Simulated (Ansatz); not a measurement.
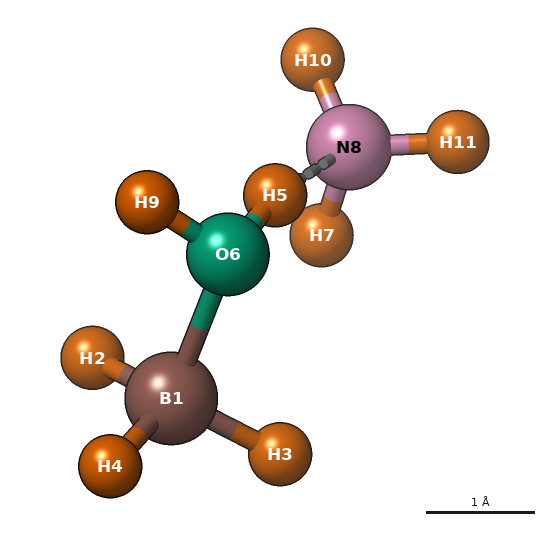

Broken lines mark hydrogen bonds. The geometry was computed by an optimisation with PBE0-D4/def2-TZVP.

Tabulate the hydrogen bonds (donors O, N, F, S, Cl) with their geometry.

```json
{"D–H···A": "O6–H5···N8", "D–H (Å)": "1.02", "H···A (Å)": "1.62", "angle (°)": "163", "kind": "intermolecular"}
```
